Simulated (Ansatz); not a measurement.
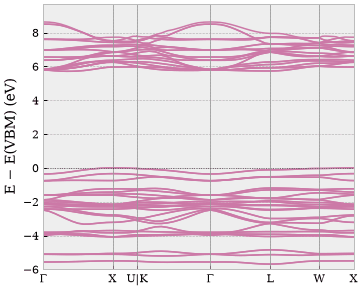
*Band structure from DFT-r²SCAN with spin–orbit coupling in the program Ansatz with PAW potentials*

**Question.** Read off the gap and where the band edges lie.

**Answer.** About 5.7 eV (5.71 eV by a search for the band edges); maximum at X, minimum on the Γ–X line, 35 % of the way from Γ.

The material is Cs₂LiIrC₆N₆ in space group Fm-3m (No. 225; Pearson symbol cF64).

The workflow started from a Materials Project entry (that database holds measured and hypothetical structures alike); the Crystallography Open Database files this formula in space group No. 225, but the cells were not matched. Whether it is the stable phase at ambient conditions was not checked. The cell was relaxed with r²SCAN under the symmetry of its start; whether a distortion lowers the energy is not shown. No spin polarisation was allowed.

Potentials: the later of the program's two PAW sets.
